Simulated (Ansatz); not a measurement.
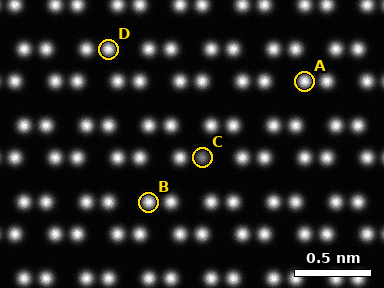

Dark-field STEM-like image of P (Cmce, No. 64) along [100]. Simulated incoherent Z contrast: every atom adds Z^1.8 spread by a probe of 0.73 Å full width; channelling and multiple scattering are left out. Shot noise was added.

The sample is 2 repeats (6.6 Å) thick. One point defect was put into the perfect crystal, without relaxing the atoms around it. Brightness is counted from the darkest point of the image. Host structure: the geometry relaxed with DFT PBEsol, scalar-relativistic, plane waves, PAW in Ansatz.

### Which ringed column holds the defect, and does it scatter more or less than its equals?

C; it scatters less. The column holds 2 atoms (P) through the sample, and one P atom is missing, so its peak drops to about 50 % of that of its equals.
